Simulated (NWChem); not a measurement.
# BP86/def2-SVP (density fitting with ahlrichs coulomb fitting, core potential) run of InH2F (SMILES [F][InH2])

Aim: the vertical ionisation energy of InH2F at BP86/def2-SVP (density fitting with ahlrichs coulomb fitting, core potential), from 2 runs. 

The results are computed with NWChem 7.3.0.

## Step 1: The system as given

The species is InH2F (4 atoms), meant as a singlet with charge 0. As SMILES, `[F][InH2]`. Geometry: relaxed at PBE0-D4/def2-TZVP.

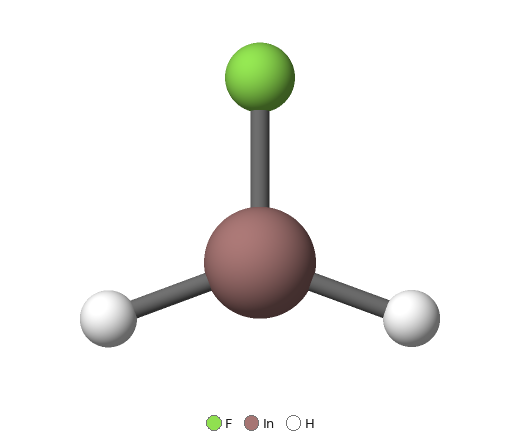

Viewed from a chosen angle; fluorine green, indium brown, hydrogen white.

## Step 2: The energy at BP86/def2-SVP (density fitting with ahlrichs coulomb fitting, core potential)

Input file calc.nw:

```
start calc
title "FH2In"
memory total 2200 mb

geometry units atomic noautosym nocenter noautoz
F     -3.08365509    -1.18939362     0.35640235
In     0.36736276     0.09883268    -0.04969980
H      2.46476978    -1.82377468     1.45112069
H      0.35640235     2.80038514    -1.79599571
end

basis spherical bse
* library def2-SVP
end

ecp bse
In library def2-SVP
end

basis "cd basis" spherical
* library "ahlrichs coulomb fitting"
end

dft
xc becke88 perdew86
grid fine
convergence energy 1e-08
iterations 100
mulliken
noprint "final vectors analysis"
end

task dft energy
```

On the command line:

```console
$ nwchem calc.nw > calc.out
```

The program printed:

```text
[...]
          Wavefunction type:  closed shell.
          No. of atoms     :     4
          No. of electrons :    32
[...]
          Charge           :     0
          Spin multiplicity:     1
[...]
          AO basis - number of functions:    50
[...]
              XC Information
              --------------
                    Becke 1988 Exchange Functional  1.000
                Perdew 1981 Correlation Functional  1.000 local
                Perdew 1986 Correlation Functional  1.000 non-local
[...]
 d= 0,ls=0.0,diis     1   -292.9361701431 -3.60D+02  7.31D-02  2.99D+00     0.5
[...]
 d= 0,ls=0.0,diis    11   -293.1085797315 -1.52D-09  3.22D-07  4.22D-10     2.6
         Total DFT energy =     -293.108579731454
      One electron energy =     -612.434242681190
           Coulomb energy =      280.211733945240
    Exchange-Corr. energy =      -28.270426889251
 Nuclear repulsion energy =       67.384355893748
[...]
      Total Density - Mulliken Population Analysis
     ---------------------------------------------
    Atom       Charge   Shell Charges
 -----------   ------   -------------------------------------------------------
    1 F    9     9.39   1.99  1.12  0.84  3.30  2.14  0.00
    2 In  21    20.43  -0.59  2.63  0.96  0.19  2.94  3.13  0.94  0.17  9.78  0.29
    3 H    1     1.09   0.67  0.41  0.01
    4 H    1     1.09   0.67  0.41  0.01
[...]
```

Wall time 3.3 s (1 thread of Intel Xeon 6975P-C (Granite Rapids), shared host); peak memory 0.12 GiB.

## Step 3: The doublet cation, same level

Input file a.nw:

```
START a
TITLE "FH2In BP86"
memory total 2200 mb
charge 1

GEOMETRY noautosym nocenter noautoz
 F     -1.631800    -0.629400     0.188600
 In     0.194400     0.052300    -0.026300
 H      1.304300    -0.965100     0.767900
 H      0.188600     1.481900    -0.950400
END

BASIS spherical bse
 * library def2-SVP
END

ECP bse
 In library def2-SVP
END

BASIS "cd basis" spherical
 * library "ahlrichs coulomb fitting"
END

DFT
 xc becke88 perdew86
 mult 2
 grid fine
 convergence energy 1e-08
 iterations 100
 mulliken
 print low
END

TASK dft
```

On the command line:

```console
$ nwchem a.nw > a.out
```

The program printed:

```text
[...]
 d= 0,ls=0.0,diis     1   -292.3848194971 -3.60D+02  5.89D-02  8.62D-01     0.6
[...]
 d= 0,ls=0.0,diis    18   -292.7134048424 -2.36D-10  1.48D-08  1.29D-11     7.5
[...]
         Total DFT energy =     -292.713404842443
      One electron energy =     -603.253038146668
           Coulomb energy =      271.083167341650
    Exchange-Corr. energy =      -27.927894788443
 Nuclear repulsion energy =       67.384360751018
[...]
      Total Density - Mulliken Population Analysis
     ---------------------------------------------
    Atom       Charge   Shell Charges
 -----------   ------   -------------------------------------------------------
    1 F    9     9.16   1.99  1.15  0.82  3.25  1.94  0.00
    2 In  21    20.15  -0.59  2.63  1.03  0.10  2.93  3.14  0.80  0.06  9.79  0.25
    3 H    1     0.84   0.60  0.23  0.01
    4 H    1     0.84   0.60  0.23  0.01
[...]
      <S2> =      0.7576 (Exact =     0.7500)
[...]
```

It took 8.1 s on 1 thread of Intel Xeon 6975P-C (Granite Rapids), shared host; peak memory 0.12 GiB.

## Step 4: What came out

At BP86/def2-SVP (density fitting with ahlrichs coulomb fitting, core potential):

| quantity | value |
| --- | --- |
| singlet InH2F: total energy | -293.10858 Eh |
| singlet InH2F: dipole moment | 2.70 D |
| doublet cation: total energy | -292.71340 Eh |
| doublet cation: ⟨S²⟩ | 0.758 |
| vertical ionisation energy (to the doublet cation) | 10.753 eV |

In words: Removing an electron at fixed nuclei costs 10.75 eV (1038 kJ/mol). Mulliken charges (doublet cation) run from -0.16 on F1 to +0.85 on In2.
